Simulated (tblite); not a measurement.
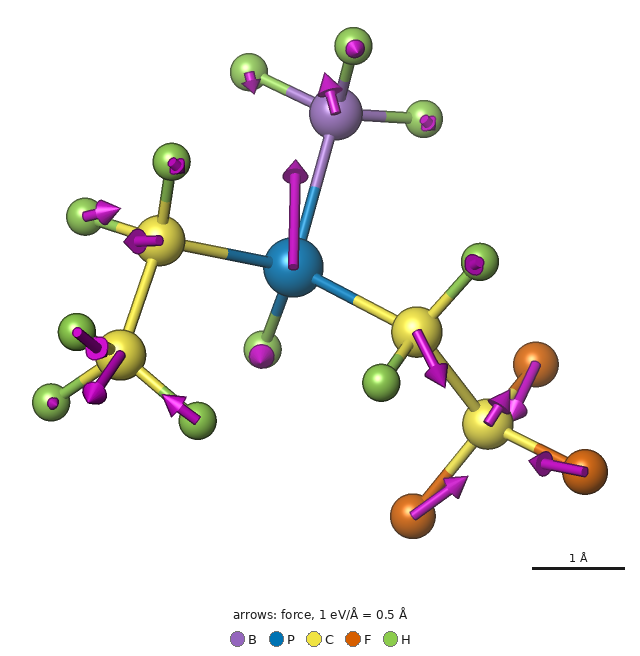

Starting geometry of C4H11BF3P with the computed forces as purple arrows. A ball-and-stick model, seen at a tilt.

The calculation used GFN2-xTB geometry optimisation, gas phase (tblite 0.8.0). 

Is this structure relaxed? If not, where do the atoms go?

Answer. It isn't relaxed: the largest force vector, on the P atom, is 3.00 eV/Å. The final displacements have little in common with the starting forces (cosine between the two patterns 0.23). The largest move after the best rigid fit is that of an H atom, 0.63 Å. By element the largest moves are H 0.63 Å, F 0.54 Å, C 0.24 Å, B 0.19 Å, P 0.17 Å. Some distances before and after: C–H 1.143 → 1.088 Å, C–P 1.811 → 1.865 Å, C–F 1.390 → 1.339 Å, C–H 1.127 → 1.093 Å. Bond angles that change, for instance: B–P–H 110.5° → 125.0°, C–P–H 109.2° → 99.2°, B–P–C 105.8° → 115.7°. Groups turn about C–C by about 35°, C–P by about 25°. After 118 geometry steps the energy has fallen by 19.2 kcal/mol.
